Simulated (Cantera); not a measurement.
Input: 1 mol AlN, 0.16 mol HCl, 0.054 mol N2, held at 1330 Pa.

Cantera equilibrium calculation (NASA polynomials, part measured and part estimated; ideal gas, pure solids and liquids). Candidate condensed phases: Al, AlCl3, AlN, NH4Cl; 20 gas species. The tables' values for AlCl2 are old estimates; treat these amounts as uncertain. Kinetics and transport are ignored.

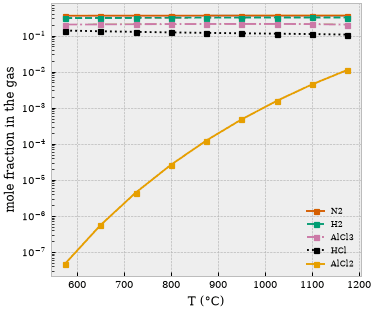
Figure. Equilibrium gas composition (values under 1e-9 drawn at 1e-9)

From 575 °C to 1175 °C the condensed part is AlN(s). The main Al-bearing gas is AlCl3 throughout.
